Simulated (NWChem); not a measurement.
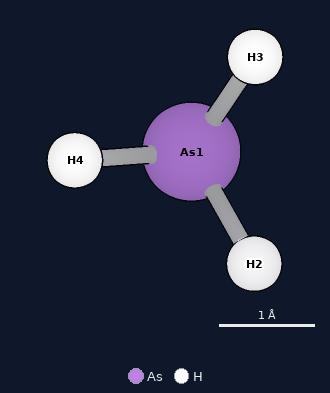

Fig. 1: The structure (ball-and-stick view, seen on its broad side; atoms are numbered from 1 in the order of the input). Bond lengths as drawn: As–H 1.52 Å.

**Run report: AsH3 (charge +1), single-point calculation**

AsH3, charge +1, multiplicity 2, computed with PBE/cc-pVTZ, UKS (NWChem 7.3.0).

The geometry is that of the parent species in another charge or spin state. The geometry comes from this level: PBE0-D4/def2-TZVP.

Input file
```
start ash3
memory 2200 mb
charge 1

geometry units angstrom noautosym nocenter noautoz
  As   -0.215800    0.487600   -0.346000
  H     0.349900    0.630300    1.059400
  H    -1.068000   -0.705500    0.061100
  H     0.933900   -0.412500   -0.774500
end

basis spherical bse
  * library cc-pVTZ
end

dft
  xc xpbe96 cpbe96
  mult 2
  grid xfine
  convergence energy 1e-08
  iterations 100
  mulliken
  print low
end

task dft energy
```

Run as:
```bash
nwchem ash3.nw > ash3.out
```

Log
```
Northwest Computational Chemistry Package (NWChem) 7.3.0
             --------------------------------------------------------

           Job information
           ---------------

    nwchem branch   = 7.3.0
    use scalapack   = T
    input           = ash3.nw
    prefix          = ash3.
    data base       = ./ash3.db
    status          = startup
    nproc           =        1

           Memory information
           ------------------

    heap     =     72089598 doubles =      550.0 Mbytes
    stack    =     72089595 doubles =      550.0 Mbytes
    global   =    144179200 doubles =     1100.0 Mbytes (distinct from heap & stack)
    total    =    288358393 doubles =     2200.0 Mbytes
    verify   = yes
    hardfail = no

           Directory information
           ---------------------

  0 permanent = .
  0 scratch   = .

                                NWChem Input Module
                                -------------------

 Scaling coordinates for geometry "geometry" by  1.889725989
 (inverse scale =  0.529177249)

                             Geometry "geometry" -> ""
                             -------------------------

 Output coordinates in angstroms (scale by  1.889725989 to convert to a.u.)

  No.       Tag          Charge          X              Y              Z
 ---- ---------------- ---------- -------------- -------------- --------------
    1 As                  33.0000    -0.21580000     0.48760000    -0.34600000
    2 H                    1.0000     0.34990000     0.63030000     1.05940000
    3 H                    1.0000    -1.06800000    -0.70550000     0.06110000
    4 H                    1.0000     0.93390000    -0.41250000    -0.77450000

      Atomic Mass
      -----------

      As                74.921600
      H                  1.007825

 Effective nuclear repulsion energy (a.u.)      35.1531804829

            Nuclear Dipole moment (a.u.)
            ----------------------------
        X                 Y               Z
 ---------------- ---------------- ----------------
   -13.0496917867    29.4855835724   -20.9230461456

            XYZ format geometry
            -------------------
     4
 geometry
 As                   -0.21580000     0.48760000    -0.34600000
 H                     0.34990000     0.63030000     1.05940000
 H                    -1.06800000    -0.70550000     0.06110000
 H                     0.93390000    -0.41250000    -0.77450000

 ==============================================================================
                                internuclear distances
 ------------------------------------------------------------------------------
       center one      |      center two      | atomic units |  angstroms
 ------------------------------------------------------------------------------
    2 H                |   1 As               |     2.87557  |     1.52169
    3 H                |   1 As               |     2.87553  |     1.52166
    4 H                |   1 As               |     2.87562  |     1.52171
 ------------------------------------------------------------------------------
                         number of included internuclear distances:          3
 ==============================================================================

 ==============================================================================
                                 internuclear angles
 ------------------------------------------------------------------------------
        center 1       |       center 2       |       center 3       |  degrees
 ------------------------------------------------------------------------------
    2 H                |   1 As               |   3 H                |    91.99
    2 H                |   1 As               |   4 H                |    91.99
    3 H                |   1 As               |   4 H                |    91.99
 ------------------------------------------------------------------------------
                            number of included internuclear angles:          3
 ==============================================================================

 Summary of "ao basis" -> "" (spherical)
 ------------------------------------------------------------------------------
       Tag                 Description            Shells   Functions and Types
 ---------------- ------------------------------  ------  ---------------------
 *                          cc-pVTZ                   on all atoms

  pbe96 is a nonlocal functional; adding pw91lda local functional.

                                 NWChem DFT Module
                                 -----------------

                      Basis "ao basis" -> "ao basis" (spherical)
                      -----
  [basis functions not shown]

 Summary of "ao basis" -> "ao basis" (spherical)
 ------------------------------------------------------------------------------
       Tag                 Description            Shells   Functions and Types
 ---------------- ------------------------------  ------  ---------------------
 As                         cc-pVTZ                 15       43   6s5p3d1f
 H                          cc-pVTZ                  6       14   3s2p1d

  Caching 1-el integrals
   Time after variat. SCF:      6.7

     ---------------------------------------------
      Total Density - Mulliken Population Analysis
     ---------------------------------------------

    Atom       Charge   Shell Charges
 -----------   ------   -------------------------------------------------------
    1 As  33    32.98   2.00  1.99  2.22  0.57  0.68  0.23  6.00  6.10  0.90  1.82  0.42  9.95  0.05  0.05  0.01
    2 H    1     0.67   0.16  0.37  0.10  0.01  0.03  0.00
    3 H    1     0.67   0.16  0.37  0.10  0.01  0.03  0.00
    4 H    1     0.67   0.16  0.37  0.10  0.01  0.03  0.00

     --------------------------------------------
      Spin Density - Mulliken Population Analysis
     --------------------------------------------

    Atom       Charge   Shell Charges
 -----------   ------   -------------------------------------------------------
    1 As  33     0.84  -0.00  0.00  0.00  0.05  0.05  0.02  0.00  0.00  0.20  0.41  0.10  0.00  0.00  0.00  0.00
    2 H    1     0.05   0.01  0.03  0.01  0.00  0.00  0.00
    3 H    1     0.05   0.01  0.03  0.01  0.00  0.00  0.00
    4 H    1     0.05   0.01  0.03  0.01  0.00  0.00  0.00
   Time prior to 1st pass:      6.7

           Memory utilization after 1st SCF pass:
           Heap Space remaining (MW):       35.57            35568486
          Stack Space remaining (MW):       72.09            72088740

   convergence    iter        energy       DeltaE   RMS-Dens  Diis-err    time
 ---------------- ----- ----------------- --------- --------- ---------  ------
 d= 0,ls=0.0,diis     1  -2236.5361892604 -2.27D+03  1.53D-02  2.49D+00    15.8
                                                     1.46D-02  2.45D+00
 d= 0,ls=0.0,diis     2  -2236.3099213309  2.26D-01  7.63D-03  3.71D+00    24.7
                                                     7.16D-03  3.63D+00
 d= 0,ls=0.0,diis     3  -2236.9705968649 -6.61D-01  1.06D-03  8.71D-03    33.8
                                                     9.86D-04  7.70D-03
 d= 0,ls=0.0,diis     4  -2236.9718062354 -1.21D-03  4.97D-04  5.68D-03    42.8
                                                     4.80D-04  5.24D-03
 d= 0,ls=0.0,diis     5  -2236.9761233552 -4.32D-03  2.30D-05  1.02D-05    52.1
                                                     1.92D-05  7.85D-06
  Resetting Diis
 d= 0,ls=0.0,diis     6  -2236.9761284972 -5.14D-06  6.80D-06  5.67D-07    61.2
                                                     3.60D-06  3.52D-07
 d= 0,ls=0.0,diis     7  -2236.9761288242 -3.27D-07  6.83D-07  2.27D-09    70.4
                                                     1.90D-06  1.36D-08
 d= 0,ls=0.0,diis     8  -2236.9761288354 -1.12D-08  8.42D-07  4.24D-09    79.8
                                                     3.01D-07  1.06D-09
 d= 0,ls=0.0,diis     9  -2236.9761288372 -1.85D-09  2.13D-07  1.34D-09    89.1
                                                     3.93D-07  2.10D-09

         Total DFT energy =    -2236.976128837206
      One electron energy =    -3174.049625260379
           Coulomb energy =      985.401343415189
    Exchange-Corr. energy =      -83.481027474872
 Nuclear repulsion energy =       35.153180482855

 Numeric. integr. density =       35.000000050303

     Total iterative time =     82.4s

     ---------------------------------------------
      Total Density - Mulliken Population Analysis
     ---------------------------------------------

    Atom       Charge   Shell Charges
 -----------   ------   -------------------------------------------------------
    1 As  33    32.42   2.00  2.01  1.93  0.49  0.92  0.25  6.00  5.84  0.71  1.75  0.41  9.58  0.44  0.06  0.01
    2 H    1     0.86   0.22  0.49  0.12  0.00  0.03  0.00
    3 H    1     0.86   0.22  0.49  0.12  0.00  0.03  0.00
    4 H    1     0.86   0.22  0.49  0.12  0.00  0.03  0.00

     --------------------------------------------
      Spin Density - Mulliken Population Analysis
     --------------------------------------------

    Atom       Charge   Shell Charges
 -----------   ------   -------------------------------------------------------
    1 As  33     0.82  -0.00  0.00 -0.00  0.03  0.08  0.01 -0.00 -0.00  0.13  0.46  0.11 -0.01  0.00 -0.01  0.00
    2 H    1     0.06   0.02  0.03  0.01  0.00  0.00  0.00
    3 H    1     0.06   0.02  0.03  0.01  0.00  0.00  0.00
    4 H    1     0.06   0.02  0.03  0.01  0.00  0.00  0.00

     -------------------------------------------
      Total Density - Lowdin Population Analysis
     -------------------------------------------

    Atom       Charge   Shell Charges
 -----------   ------   -------------------------------------------------------
    1 As  33    32.01   2.00  1.95  1.34  0.66  0.93  0.34  5.99  4.94  1.25  1.74  0.71  9.29  0.70  0.16  0.03
    2 H    1     1.00   0.22  0.42  0.22  0.01  0.11  0.01
    3 H    1     1.00   0.22  0.42  0.22  0.01  0.11  0.01
    4 H    1     1.00   0.22  0.42  0.22  0.01  0.11  0.01

     ------------------------------------------
      Spin Density - Lowdin Population Analysis
     ------------------------------------------

    Atom       Charge   Shell Charges
 -----------   ------   -------------------------------------------------------
    1 As  33     0.84   0.00  0.00  0.00  0.04  0.06  0.03  0.00  0.00  0.15  0.38  0.18 -0.01  0.00 -0.00  0.00
    2 H    1     0.05   0.02  0.02  0.00  0.00  0.01  0.00
    3 H    1     0.05   0.02  0.02  0.00  0.00  0.01  0.00
    4 H    1     0.05   0.02  0.02  0.00  0.00  0.01  0.00

     --------------------------
     Expectation value of S2:
     --------------------------
      <S2> =      0.7517 (Exact =     0.7500)

 Task  times  cpu:       89.1s     wall:       89.1s
 Total times  cpu:       89.2s     wall:       89.2s
```

Results in brief

| quantity | value |
| --- | --- |
| outcome | converged |
| total energy | −2236.976129 hartree |
| ⟨S²⟩ | 0.752 |
| hardware | 1 thread of Intel Xeon @ 2.90GHz (Ice Lake), 16 GiB of memory available, shared host |
| wall time | 90 s |
| peak memory | 0.14 GiB |
